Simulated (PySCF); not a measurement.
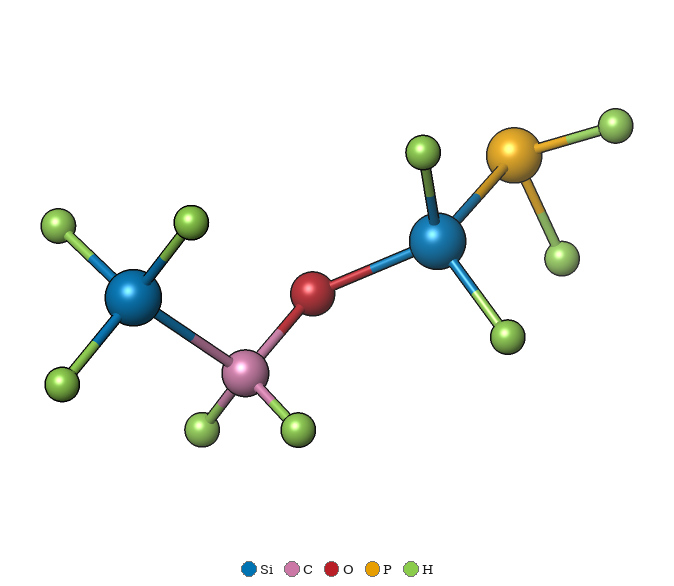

The geometry was computed by an optimisation with PBE0-D3(BJ)/def2-SVP. No frequency run is at hand to confirm it as a minimum.

Give the structural formula.

SMILES: [SiH3]CO[SiH2]P

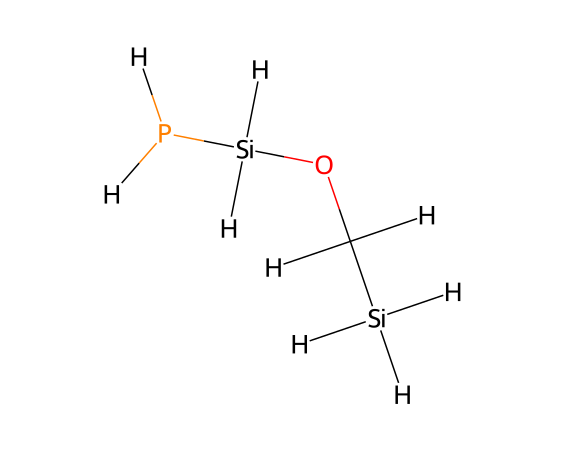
